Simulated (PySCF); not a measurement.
**Gd(NO3)3: other functionals and bases at one geometry**

How far do other levels of theory move the description of Gd(NO3)3, and what does each cost? It is a constructed species; whether it can be made isn't addressed.

The runs use PySCF 2.14.0; several levels, as the steps say, no spin–orbit coupling.

4 further runs of the same task are left out: 2 for a known fault of the program, 2 that didn't finish.

### Step 1. The starting structure

13 atoms, charge 0, spin multiplicity 1.

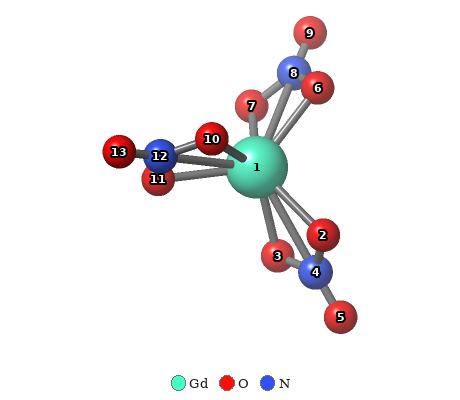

The geometry (gadolinium teal, oxygen red, nitrogen blue); atoms are numbered from 1 in the order of the file.

As a file:

```
Gd    0.00000    0.00000    0.00000
O     2.09175   -0.17031    1.08095
O     2.09175    0.17031   -1.08095
N     2.80884    0.00001    0.00000
O     4.00901    0.00001    0.00000
O    -0.89839    1.89666    1.08095
O    -1.19337    1.72635   -1.08095
N    -1.40442    2.43252    0.00000
O    -2.00451    3.47190    0.00000
O    -1.19337   -1.72636    1.08095
O    -0.89838   -1.89667   -1.08095
N    -1.40441   -2.43253    0.00000
O    -2.00450   -3.47191    0.00000
```

Formal oxidation states: Gd +3. Each metal's 7 4f electrons lie in its core potential, so multiplicities, spins and levels count the valence alone. An earlier session relaxed this geometry at BP86, Gd lcecp-1-SVP with ECP53, O def2-SVP, N def2-SVP (singlet, point group D3).

At BP86 on the finer grid: E = -876.570980 Eh, HOMO -7.67 eV, LUMO -4.02 eV, Mulliken charge on Gd1 +1.17 e, largest force component 0.027 eV/Å. 

Levels to run: CAM-B3LYP; wB97X; PBE0; PBE; BP86, TZVP. Hardware: 4 threads of Arm Neoverse V2, shared host.

### Step 2. CAM-B3LYP

The input, run.py (the lines that set the calculation):

```python
mol = gto.M(atom='''
Gd     0.00000     0.00000     0.00000
O      2.09175    -0.17031     1.08095
O      2.09175     0.17031    -1.08095
N      2.80884     0.00001     0.00000
O      4.00901     0.00001     0.00000
O     -0.89839     1.89666     1.08095
O     -1.19337     1.72635    -1.08095
N     -1.40442     2.43252     0.00000
O     -2.00451     3.47190     0.00000
O     -1.19337    -1.72636     1.08095
O     -0.89838    -1.89667    -1.08095
N     -1.40441    -2.43253     0.00000
O     -2.00450    -3.47191     0.00000''',
    basis={'Gd': 'lcecp-1-SVP', 'O': 'def2-SVP', 'N': 'def2-SVP'},
    ecp={'Gd': 'lcecp-1-SVP'},
    charge=0, spin=0)
mf = dft.RKS(mol, xc='CAMB3LYP')
mf.grids.atom_grid = (75, 302)  # f atoms: unpruned, at least (60, 302)
mf = mf.density_fit()  # fitting sets: Gd AutoAux, O def2-universal-JKFIT, N def2-universal-JKFIT
mf.conv_tol = 1e-08; mf.max_cycle = 55
mf.kernel(dm0)  # dm0: the density of the relaxed state
```

The run is started by

```sh
> OMP_NUM_THREADS=4 python run.py
```

The program printed:

```text
init E= -876.098238723637
  HOMO = -0.400624144940211  LUMO = -0.0648958673032279  gap/eV = 9.13563
cycle= 1 E= -876.111024765192  delta_E= -0.0128  |g|= 0.145  |ddm|= 0.383
  HOMO = -0.398865367791236  LUMO = -0.0776710470398202  gap/eV = 8.74014
cycle= 2 E= -876.108306592721  delta_E= 0.00272  |g|= 0.197  |ddm|= 0.225
  HOMO = -0.403136016000118  LUMO = -0.0717302093120065  gap/eV = 9.01801
cycle= 3 E= -876.11492420187  delta_E= -0.00662  |g|= 0.0156  |ddm|= 0.129
  HOMO = -0.402901637318639  LUMO = -0.071373991004173  gap/eV = 9.02133
cycle= 4 E= -876.114970171926  delta_E= -4.6e-05  |g|= 0.011  |ddm|= 0.0193
  HOMO = -0.402608947617086  LUMO = -0.0712400621115665  gap/eV = 9.01701
cycle= 5 E= -876.114992453292  delta_E= -2.23e-05  |g|= 0.00335  |ddm|= 0.011
  HOMO = -0.402689956073907  LUMO = -0.0712392062100985  gap/eV = 9.01923
cycle= 6 E= -876.114995969079  delta_E= -3.52e-06  |g|= 0.0012  |ddm|= 0.00505
  HOMO = -0.402766051201994  LUMO = -0.0713212032820744  gap/eV = 9.01907
cycle= 7 E= -876.114996298789  delta_E= -3.3e-07  |g|= 0.000341  |ddm|= 0.00136
  HOMO = -0.402742137531513  LUMO = -0.0712931964233614  gap/eV = 9.01919
cycle= 8 E= -876.114996331562  delta_E= -3.28e-08  |g|= 4.98e-05  |ddm|= 0.000572
  HOMO = -0.402741418292243  LUMO = -0.0712926641275738  gap/eV = 9.01918
cycle= 9 E= -876.114996332233  delta_E= -6.71e-10  |g|= 8.15e-06  |ddm|= 8.45e-05
  HOMO = -0.40274134865538  LUMO = -0.0712927472722904  gap/eV = 9.01918
Extra cycle  E= -876.114996332241  delta_E= -8.64e-12  |g|= 1.01e-05  |ddm|= 1.69e-05
converged SCF energy = -876.114996332241
```

It took 26 s on 4 threads of Arm Neoverse V2, shared host.

Read off: E = -876.114996 Eh, HOMO -10.96 eV, LUMO -1.94 eV, Mulliken charge on Gd1 +1.32 e, largest force component 1.969 eV/Å. 

### Step 3. wB97X

Edit run.py (the lines that set the calculation) of step 2 so:

```diff
@@ -17,3 +17,3 @@
     charge=0, spin=0)
-mf = dft.RKS(mol, xc='CAMB3LYP')
+mf = dft.RKS(mol, xc='WB97X')
 mf.grids.atom_grid = (75, 302)  # f atoms: unpruned, at least (60, 302)
```

The run is started by

```sh
> OMP_NUM_THREADS=4 python run.py
```

The program printed:

```text
init E= -876.196459657595
  HOMO = -0.436389741063977  LUMO = -0.0247618051902511  gap/eV = 11.20097
cycle= 1 E= -876.21567636904  delta_E= -0.0192  |g|= 0.125  |ddm|= 0.405
  HOMO = -0.438847852347389  LUMO = -0.0384563326422372  gap/eV = 10.89521
cycle= 2 E= -876.215967871756  delta_E= -0.000292  |g|= 0.132  |ddm|= 0.17
  HOMO = -0.441454157991349  LUMO = -0.0326903342980823  gap/eV = 11.12303
cycle= 3 E= -876.219000270253  delta_E= -0.00303  |g|= 0.019  |ddm|= 0.0916
  HOMO = -0.440673206936134  LUMO = -0.0318723690785345  gap/eV = 11.12404
cycle= 4 E= -876.219109681314  delta_E= -0.000109  |g|= 0.00914  |ddm|= 0.0242
  HOMO = -0.44062910078002  LUMO = -0.0320044844269098  gap/eV = 11.11924
cycle= 5 E= -876.219128093767  delta_E= -1.84e-05  |g|= 0.0031  |ddm|= 0.0107
  HOMO = -0.440854168037217  LUMO = -0.0321377091761216  gap/eV = 11.12174
cycle= 6 E= -876.219132119448  delta_E= -4.03e-06  |g|= 0.00107  |ddm|= 0.00485
  HOMO = -0.440825757960159  LUMO = -0.0321021463243982  gap/eV = 11.12194
cycle= 7 E= -876.219132569111  delta_E= -4.5e-07  |g|= 0.000169  |ddm|= 0.00234
  HOMO = -0.440809137648755  LUMO = -0.0320856421680533  gap/eV = 11.12193
cycle= 8 E= -876.219132580766  delta_E= -1.17e-08  |g|= 6.1e-05  |ddm|= 0.000335
  HOMO = -0.440813139731433  LUMO = -0.0320899636164412  gap/eV = 11.12192
cycle= 9 E= -876.219132582098  delta_E= -1.33e-09  |g|= 1.38e-05  |ddm|= 0.000125
  HOMO = -0.440811888365229  LUMO = -0.0320888828193951  gap/eV = 11.12192
Extra cycle  E= -876.219132582166  delta_E= -6.75e-11  |g|= 9.35e-06  |ddm|= 2.63e-05
converged SCF energy = -876.219132582166
```

Run time: 26 s. Hardware: 4 threads of Arm Neoverse V2, shared host.

It gives: E = -876.219133 Eh, HOMO -12.00 eV, LUMO -0.87 eV, Mulliken charge on Gd1 +1.39 e, largest force component 2.184 eV/Å. 

### Step 4. PBE0

Edit run.py (the lines that set the calculation) of step 3 so:

```diff
@@ -17,3 +17,3 @@
     charge=0, spin=0)
-mf = dft.RKS(mol, xc='WB97X')
+mf = dft.RKS(mol, xc='PBE0')
 mf.grids.atom_grid = (75, 302)  # f atoms: unpruned, at least (60, 302)
```

The run is started by

```sh
> OMP_NUM_THREADS=4 python run.py
```

The program printed:

```text
init E= -875.539713560822
  HOMO = -0.346968017124932  LUMO = -0.107027595936376  gap/eV = 6.52911
cycle= 1 E= -875.549203046034  delta_E= -0.00949  |g|= 0.119  |ddm|= 0.367
  HOMO = -0.349746769385052  LUMO = -0.121917281321159  gap/eV = 6.19956
cycle= 2 E= -875.54493108754  delta_E= 0.00427  |g|= 0.198  |ddm|= 0.215
  HOMO = -0.351294259452265  LUMO = -0.115160083934256  gap/eV = 6.42554
cycle= 3 E= -875.551783951305  delta_E= -0.00685  |g|= 0.0162  |ddm|= 0.133
  HOMO = -0.350190837627006  LUMO = -0.113964915040281  gap/eV = 6.42803
cycle= 4 E= -875.55180998545  delta_E= -2.6e-05  |g|= 0.011  |ddm|= 0.0187
  HOMO = -0.349933291561612  LUMO = -0.113860376442971  gap/eV = 6.42387
cycle= 5 E= -875.55183319996  delta_E= -2.32e-05  |g|= 0.00161  |ddm|= 0.00921
  HOMO = -0.35000003174024  LUMO = -0.113916543652039  gap/eV = 6.42416
cycle= 6 E= -875.551833870557  delta_E= -6.71e-07  |g|= 0.000337  |ddm|= 0.00215
  HOMO = -0.350013608351511  LUMO = -0.113931775527063  gap/eV = 6.42411
cycle= 7 E= -875.551833892446  delta_E= -2.19e-08  |g|= 0.000109  |ddm|= 0.000384
  HOMO = -0.350008159177863  LUMO = -0.113926464198136  gap/eV = 6.42411
cycle= 8 E= -875.551833894875  delta_E= -2.43e-09  |g|= 3.51e-05  |ddm|= 0.000128
  HOMO = -0.350009191290502  LUMO = -0.113927311587354  gap/eV = 6.42412
Extra cycle  E= -875.551833894016  delta_E= 8.59e-10  |g|= 7.38e-05  |ddm|= 9.74e-05
converged SCF energy = -875.551833894016
```

Run time: 19 s. Hardware: 4 threads of Arm Neoverse V2, shared host.

Result: E = -875.551834 Eh, HOMO -9.52 eV, LUMO -3.10 eV, Mulliken charge on Gd1 +1.38 e, largest force component 2.051 eV/Å. 

### Step 5. PBE

Edit run.py (the lines that set the calculation) of step 4 so:

```diff
@@ -17,3 +17,3 @@
     charge=0, spin=0)
-mf = dft.RKS(mol, xc='PBE0')
+mf = dft.RKS(mol, xc='PBE')
 mf.grids.atom_grid = (75, 302)  # f atoms: unpruned, at least (60, 302)
```

The run is started by

```sh
> OMP_NUM_THREADS=4 python run.py
```

The program printed:

```text
init E= -875.676814568132
  HOMO = -0.276833645309388  LUMO = -0.143719492755733  gap/eV = 3.62222
cycle= 1 E= -875.677010187316  delta_E= -0.000196  |g|= 0.00999  |ddm|= 0.0618
  HOMO = -0.277481731623022  LUMO = -0.143233875738318  gap/eV = 3.65307
cycle= 2 E= -875.676928636999  delta_E= 8.16e-05  |g|= 0.0237  |ddm|= 0.0226
  HOMO = -0.277148918152998  LUMO = -0.14366649178932  gap/eV = 3.63224
cycle= 3 E= -875.677028085927  delta_E= -9.94e-05  |g|= 0.000628  |ddm|= 0.0153
  HOMO = -0.277148319783803  LUMO = -0.143672365575687  gap/eV = 3.63207
cycle= 4 E= -875.677028093715  delta_E= -7.79e-09  |g|= 0.000646  |ddm|= 0.00111
  HOMO = -0.277159859065824  LUMO = -0.14367977565127  gap/eV = 3.63218
cycle= 5 E= -875.677028156688  delta_E= -6.3e-08  |g|= 0.000296  |ddm|= 0.000669
  HOMO = -0.277162924803414  LUMO = -0.143684921136155  gap/eV = 3.63212
cycle= 6 E= -875.677028178374  delta_E= -2.17e-08  |g|= 4.06e-05  |ddm|= 0.000313
  HOMO = -0.277159684822686  LUMO = -0.14368161927692  gap/eV = 3.63212
cycle= 7 E= -875.677028178544  delta_E= -1.71e-10  |g|= 2.81e-05  |ddm|= 4.58e-05
  HOMO = -0.277159738185756  LUMO = -0.143681695721667  gap/eV = 3.63212
Extra cycle  E= -875.677028176789  delta_E= 1.75e-09  |g|= 9.69e-05  |ddm|= 9.73e-05
converged SCF energy = -875.677028176789
```

It took 13 s on 4 threads of Arm Neoverse V2, shared host.

It gives: E = -875.677028 Eh, HOMO -7.54 eV, LUMO -3.91 eV, Mulliken charge on Gd1 +1.14 e, largest force component 0.242 eV/Å. 

### Step 6. BP86, TZVP

Basis: Gd lcecp-1-TZVP with ECP53, O def2-TZVP, N def2-TZVP. 

Edit run.py (the lines that set the calculation) of step 5 so:

```diff
@@ -14,6 +14,6 @@
 O     -2.00450    -3.47191     0.00000''',
-    basis={'Gd': 'lcecp-1-SVP', 'O': 'def2-SVP', 'N': 'def2-SVP'},
-    ecp={'Gd': 'lcecp-1-SVP'},
+    basis={'Gd': 'lcecp-1-TZVP', 'O': 'def2-TZVP', 'N': 'def2-TZVP'},
+    ecp={'Gd': 'lcecp-1-TZVP'},
     charge=0, spin=0)
-mf = dft.RKS(mol, xc='PBE')
+mf = dft.RKS(mol, xc='B88,P86')
 mf.grids.atom_grid = (75, 302)  # f atoms: unpruned, at least (60, 302)
@@ -21,2 +21,2 @@
 mf.conv_tol = 1e-08; mf.max_cycle = 55
-mf.kernel(dm0)  # dm0: the density of the relaxed state
+mf.kernel(dm0)  # dm0: free metal ions and neutral atoms
```

The run is started by

```sh
> OMP_NUM_THREADS=4 python run.py
```

The program printed:

```text
init E= -884.512841039208
  HOMO = -0.300057250819432  LUMO = -0.139339751814262  gap/eV = 4.37335
cycle= 1 E= -876.526357345957  delta_E= 7.99  |g|= 2.38  |ddm|= 3.52
cycle= 2 E= -870.523694006217  delta_E=    6  |g|=  6.3  |ddm|= 4.06
  HOMO = -0.251988395547396  LUMO = -0.184867399415161  gap/eV = 1.82646
cycle= 3 E= -877.055754949304  delta_E= -6.53  |g|= 1.61  |ddm|=  3.3
  HOMO = -0.267285018285145  LUMO = -0.154677794111304  gap/eV = 3.06420
cycle= 4 E= -877.325949460685  delta_E= -0.27  |g|=  1.1  |ddm|=  1.4
  HOMO = -0.275787997069482  LUMO = -0.15800822917746  gap/eV = 3.20495
cycle= 5 E= -877.556525497065  delta_E= -0.231  |g|= 0.138  |ddm|= 0.598
  HOMO = -0.284768215477546  LUMO = -0.154087059752682  gap/eV = 3.55602
cycle= 6 E= -877.560012645624  delta_E= -0.00349  |g|= 0.0594  |ddm|= 0.131
  HOMO = -0.285578375397981  LUMO = -0.150139745960822  gap/eV = 3.68547
cycle= 7 E= -877.560465412029  delta_E= -0.000453  |g|= 0.0393  |ddm|= 0.0461
  HOMO = -0.285596238276061  LUMO = -0.149918848183521  gap/eV = 3.69197
cycle= 8 E= -877.560728731163  delta_E= -0.000263  |g|= 0.0103  |ddm|= 0.0223
  HOMO = -0.285554742001307  LUMO = -0.149892904954345  gap/eV = 3.69155
cycle= 9 E= -877.560744161726  delta_E= -1.54e-05  |g|= 0.00584  |ddm|= 0.00711
  HOMO = -0.285522428604367  LUMO = -0.149798702076396  gap/eV = 3.69323
cycle= 10 E= -877.560750345239  delta_E= -6.18e-06  |g|= 0.00104  |ddm|= 0.00324
  HOMO = -0.285524217107479  LUMO = -0.149800459182137  gap/eV = 3.69323
cycle= 11 E= -877.56075052785  delta_E= -1.83e-07  |g|= 0.000529  |ddm|= 0.000816
  HOMO = -0.285530138072523  LUMO = -0.149802277873049  gap/eV = 3.69334
cycle= 12 E= -877.560750576528  delta_E= -4.87e-08  |g|= 0.000133  |ddm|= 0.000354
  HOMO = -0.285532550001049  LUMO = -0.149801374221383  gap/eV = 3.69343
cycle= 13 E= -877.560750579888  delta_E= -3.36e-09  |g|= 4.67e-05  |ddm|= 0.000129
  HOMO = -0.285528098951915  LUMO = -0.14979936836695  gap/eV = 3.69337
Extra cycle  E= -877.560750578169  delta_E= 1.72e-09  |g|= 0.000107  |ddm|= 9.28e-05
converged SCF energy = -877.560750578169
```

It took 57 s on 4 threads of Arm Neoverse V2, shared host.

It gives: E = -877.560751 Eh, HOMO -7.77 eV, LUMO -4.08 eV, Mulliken charge on Gd1 +1.52 e, largest force component 0.144 eV/Å. 

### Step 7. Results

| level | state | HOMO (eV) | gap (eV) | charge on Gd1 (e) | dipole (D) | largest force (eV/Å) | basis functions | time |
| --- | --- | --- | --- | --- | --- | --- | --- | --- |
| BP86 (relaxed here) | singlet | -7.67 | 3.65 | 1.17 | 0.00 | 0.03 | 201 | 44 s |
| CAM-B3LYP | singlet | -10.96 | 9.02 | 1.32 | 0.00 | 1.97 | 201 | 26 s |
| wB97X | singlet | -12.00 | 11.12 | 1.39 | 0.00 | 2.18 | 201 | 26 s |
| PBE0 | singlet | -9.52 | 6.42 | 1.38 | 0.00 | 2.05 | 201 | 19 s |
| PBE | singlet | -7.54 | 3.63 | 1.14 | 0.00 | 0.24 | 201 | 13 s |
| BP86, TZVP | singlet | -7.77 | 3.69 | 1.52 | 0.00 | 0.14 | 419 | 57 s |

Times are on 4 threads of Arm Neoverse V2, shared host; the first row also made further properties.

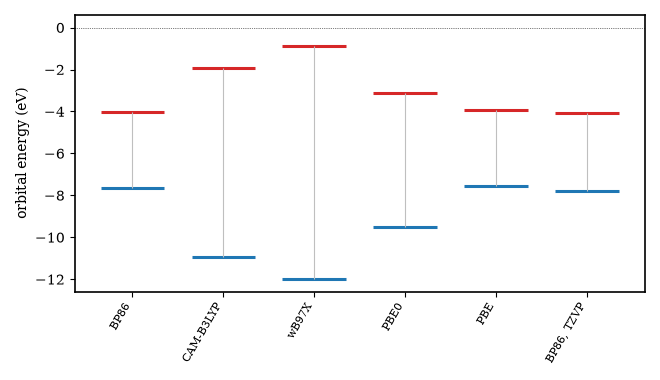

Highest filled and lowest empty level, method by method.

In one basis the HOMO–LUMO gap runs from 3.63 eV (PBE) to 11.12 eV (wB97X). The largest leftover force, 2.18 eV/Å with wB97X, stands at a geometry relaxed at another level. The Mulliken charge on Gd spans +1.14 to +1.52 e over the levels. With 4f in the core, its levels are missing from HOMO and gap. Total energies of different levels can't be compared. Spin–orbit coupling is left out throughout.
